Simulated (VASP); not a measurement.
Band structure of SiC (zinc blende). Calculation: vdW-DF-cx, VASP's PBE PAW potentials (set 64) (plane waves; VASP 6.6.1).

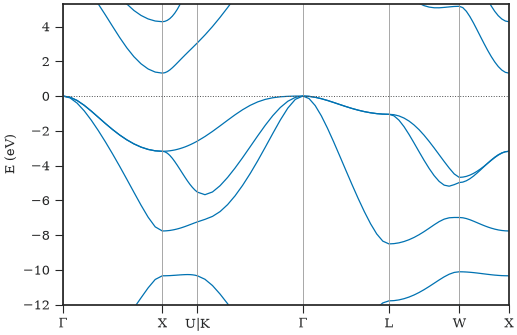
*Bands along high-symmetry lines, zero at the valence-band maximum or, without a gap, the Fermi level*

### Question
Read the plot: is there a gap, and where are the band edges?

### Answer
The gap is indirect, 1.32 eV, from the valence maximum at Γ to the conduction minimum at X. (Edges off the drawn lines would not show.)

Measured: gap 2.53 eV (computed value off by -1.21 eV), as given by Wei Chen et al., Physical Review Materials (2018), doi:10.1103/physrevmaterials.2.073803 [zero-point renormalisation of 0.11 eV added back (the table's ZPR column)].

The compound is SiC in the zinc blende structure. It was relaxed first.
